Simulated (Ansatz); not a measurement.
BSiH$_{6}$F: several calculations on one system

**1. Relaxation**

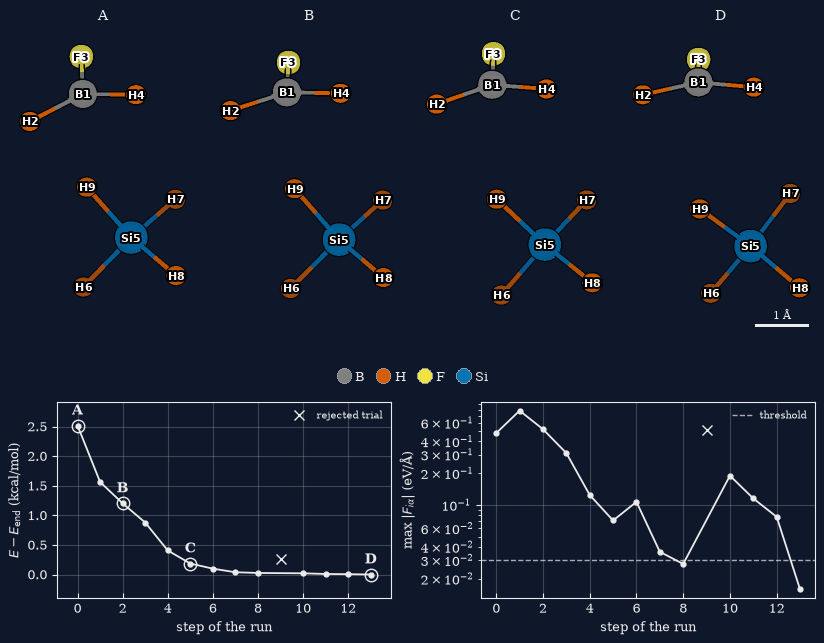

Frames of a relaxation of BSiH$_{6}$F, marked on the history of the run. The picture is a ball-and-stick view, seen from a free direction.

The run prepares an end point of a later path (reaction) calculation, from a guessed geometry.

These are results of RKS r2SCAN/6-31G* (Ansatz), not measurements. Settings: no spin polarisation; force threshold 0.03 eV/Å; at most 50 steps.

Describe the path.

Answer. The energy falls by 2.52 kcal/mol in 12 accepted moves (13 points after the start). Largest force component: 0.48 eV/Å at the start, 0.016 eV/Å at the end. The line search rejected the trial step at point 9 of the run. The forces were under the threshold at step 8, but the run went on from there. The atom that moves furthest after the best rigid fit is H2 (0.55 Å). By element the largest moves are H 0.55 Å, B 0.23 Å, Si 0.17 Å, F 0.10 Å. Near-neighbour distances that change, for instance: Si5–H9 1.478 → 1.492 Å, B1–H2 1.192 → 1.199 Å, B1–F3 1.333 → 1.327 Å. The run took 41 s on 1 thread of Arm Neoverse V2, with other jobs on the host, peak memory 0.14 GiB. From step 0 to 2: H2 moves most (0.27 Å), energy −1.31 kcal/mol. From step 2 to 5: H9 moves most (0.22 Å), energy −1.02 kcal/mol. From step 5 to 13: H9 moves most (0.22 Å), energy −0.19 kcal/mol.

```json
{"step": "0", "E − E(0), kcal/mol": "0.00", "largest force component, eV/Å": "0.4803", "note": ""}
{"step": "1", "E − E(0), kcal/mol": "-0.95", "largest force component, eV/Å": "0.7827", "note": ""}
{"step": "2", "E − E(0), kcal/mol": "-1.31", "largest force component, eV/Å": "0.5228", "note": ""}
{"step": "3", "E − E(0), kcal/mol": "-1.64", "largest force component, eV/Å": "0.3106", "note": ""}
{"step": "4", "E − E(0), kcal/mol": "-2.11", "largest force component, eV/Å": "0.1245", "note": ""}
{"step": "5", "E − E(0), kcal/mol": "-2.33", "largest force component, eV/Å": "0.0714", "note": ""}
{"step": "6", "E − E(0), kcal/mol": "-2.42", "largest force component, eV/Å": "0.1072", "note": ""}
{"step": "7", "E − E(0), kcal/mol": "-2.48", "largest force component, eV/Å": "0.0361", "note": ""}
{"step": "8", "E − E(0), kcal/mol": "-2.49", "largest force component, eV/Å": "0.0277", "note": ""}
{"step": "9", "E − E(0), kcal/mol": "-2.25", "largest force component, eV/Å": "0.5123", "note": "rejected"}
{"step": "10", "E − E(0), kcal/mol": "-2.50", "largest force component, eV/Å": "0.1897", "note": ""}
{"step": "11", "E − E(0), kcal/mol": "-2.51", "largest force component, eV/Å": "0.1154", "note": ""}
{"step": "12", "E − E(0), kcal/mol": "-2.51", "largest force component, eV/Å": "0.0773", "note": ""}
{"step": "13", "E − E(0), kcal/mol": "-2.52", "largest force component, eV/Å": "0.0159", "note": ""}
```

**2. Relaxation**

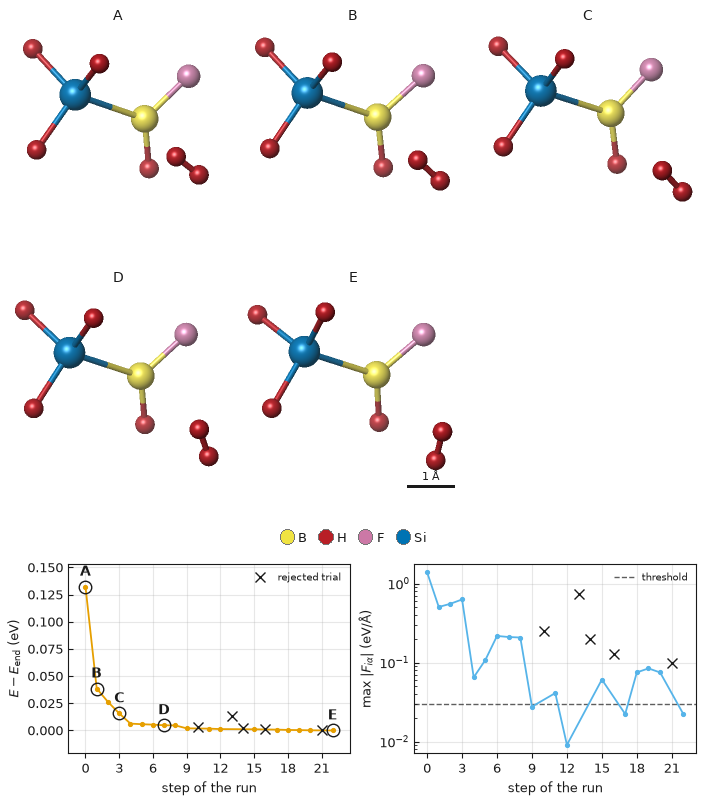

Frames of a relaxation of BSiH$_{6}$F, marked on the history of the run. Style: ball-and-stick. Shown from a free direction.

The run prepares an end point of a later path (reaction) calculation, from a guessed geometry.

These are results of RKS r2SCAN/6-31G* (Ansatz 0.2.0), not measurements.

The input:
```yaml
crystal:
  periodic: [false, false, false]
  atoms:
    - { symbol: B, position_ang: [0.12502, 0.486806, -0.226665] }
    - { symbol: H, position_ang: [-0.403433, -0.479014, 1.897621] }
    - { symbol: F, position_ang: [1.289135, -0.129138, -0.439411] }
    - { symbol: H, position_ang: [-0.869738, -0.111615, -0.555887] }
    - { symbol: Si, position_ang: [0.152857, 2.329009, 0.494654] }
    - { symbol: H, position_ang: [1.065552, 2.431319, 1.677855] }
    - { symbol: H, position_ang: [0.664639, 3.283857, -0.538988] }
    - { symbol: H, position_ang: [-1.204341, 2.792021, 0.916102] }
    - { symbol: H, position_ang: [-0.196992, 0.185055, 2.03952] }
basis:
  gaussian: { orbitals: "6-31G*" }
hamiltonian:
  xc: r2scan
relax:
  f_tol: 0.03
  max_steps: 50
```

Run as
```bash
ansatz run input.yaml --threads 1 --pin off --max-ram 2048MiB --backend cpu --events-out ev --progress --plain --runs-dir out
```

What happens along the run?

Answer. Over 17 accepted moves (22 points after the start) the energy falls by 0.132 eV. Largest force component: 1.4 eV/Å at the start, 0.022 eV/Å at the end. The line search rejected the trial steps at points 10, 13, 14, 16, 21 of the run. The forces were under the threshold at step 9, but the run went on from there. The largest move after the best rigid fit is that of H9, 0.77 Å. By element the largest moves are H 0.77 Å, Si 0.17 Å, B 0.16 Å, F 0.09 Å. Among the contacts that change: B1–Si5 1.979 → 2.039 Å, H2–H9 0.710 → 0.743 Å, Si5–H6 1.498 → 1.492 Å, B1–F3 1.334 → 1.329 Å. From step 0 to 1: H2 moves most (0.19 Å), energy −0.094 eV. From step 1 to 3: H9 moves most (0.39 Å), energy −0.023 eV. From step 3 to 7: F3 moves most (0.20 Å), energy −0.011 eV. From step 7 to 22: H atoms move most (0.19 Å), energy −0.005 eV.

```tsv
step	E − E(0), eV	largest force component, eV/Å	note
0	0.0000	1.3853	
1	-0.0937	0.5049	
2	-0.1060	0.5546	
3	-0.1165	0.6288	
4	-0.1260	0.0650	
5	-0.1265	0.1079	
6	-0.1269	0.2173	
7	-0.1275	0.2104	
8	-0.1276	0.2074	
9	-0.1303	0.0277	
10	-0.1291	0.2534	rejected
11	-0.1306	0.0411	
12	-0.1310	0.0091	
13	-0.1186	0.7285	rejected
14	-0.1304	0.1971	rejected
15	-0.1312	0.0609	
16	-0.1311	0.1293	rejected
17	-0.1315	0.0223	
18	-0.1318	0.0751	
19	-0.1319	0.0843	
20	-0.1321	0.0749	
21	-0.1321	0.0981	rejected
22	-0.1323	0.0222
```

Limits of the set-up: the start holds two separate molecules, 2.3 Å apart at their closest, whose relative position is a soft coordinate and is computed without a dispersion correction.

**3. Path**

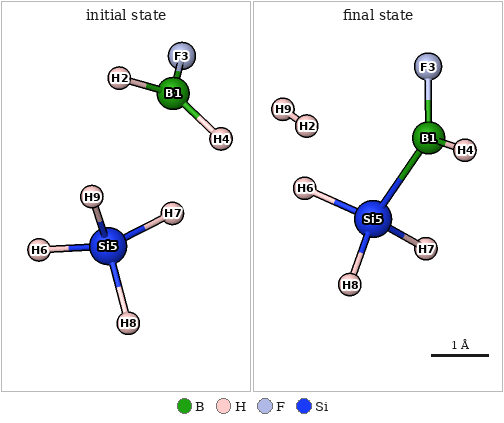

The two relaxed end points of a path for BSiH₆F, made up at the start of BH$_{2}$F and SiH4. Style: ball-and-stick. Shown from a free direction.

Theory: RKS r2SCAN/6-31G* (Ansatz).

Set-up: 7 movable images; climbing image; force threshold 0.05 eV/Å; iteration limit 60.

Start:
```xyz
9

B     0.0364   -0.6326   -0.1020
H    -0.0819   -1.3071    0.8827
F     1.2632   -0.3785   -0.5401
H    -0.8874   -0.2090   -0.7420
Si    0.0608    2.6719    1.1494
H     0.9243    3.2511    2.2110
H     0.7392    2.7699   -0.1679
H    -1.2417    3.3861    1.1065
H    -0.1901    1.2363    1.4671
```

End:
```xyz
9

B     0.3072    0.6372   -0.3610
H    -0.9210   -0.7523    1.9581
F     1.4775    0.0075   -0.3771
H    -0.6099    0.0813   -0.9104
Si    0.1868    2.4778    0.5076
H     1.1325    2.6276    1.6513
H     0.5457    3.5076   -0.5150
H    -1.1944    2.7793    0.9812
H    -0.3017   -0.5777    2.3300
```

Q: Predict the minimum-energy path and its barrier.

A: Forward barrier 1.01 eV, backward barrier 0.53 eV, with image 4 at the top; the reaction energy is +0.48 eV. Breaking: B1–H2 (1.20 → 1.31 at the top → 2.97 Å), Si5–H9 (1.49 → 2.06 at the top → 3.59 Å). Forming: B1–Si5 (3.53 → 2.09 at the top → 2.04 Å), H2–H9 (2.61 → 1.05 at the top → 0.74 Å). The band converged in 23 iterations, with a climbing image at the top. At the top, the vibrational analysis gives one imaginary mode (853i cm⁻¹), as a transition state must have.

Energies of the converged images:

| image | path (Å) | E (eV) |
| --- | --- | --- |
| 0 | 0.00 | 0.000 |
| 1 | 0.64 | 0.012 |
| 2 | 1.29 | 0.097 |
| 3 | 1.93 | 0.365 |
| 4 | 2.58 | 1.014 |
| 5 | 3.11 | 0.811 |
| 6 | 3.65 | 0.589 |
| 7 | 4.18 | 0.496 |
| 8 | 4.72 | 0.483 |

The geometry at the top of the path:

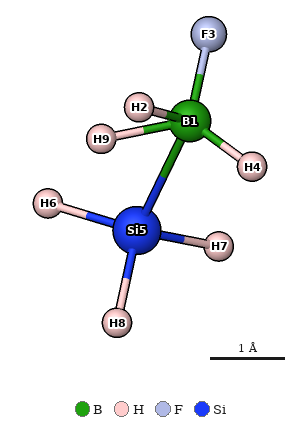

Limits of the set-up: the start holds two separate molecules, 2.5 Å apart at their closest, whose relative position is a soft coordinate and is computed without a dispersion correction.
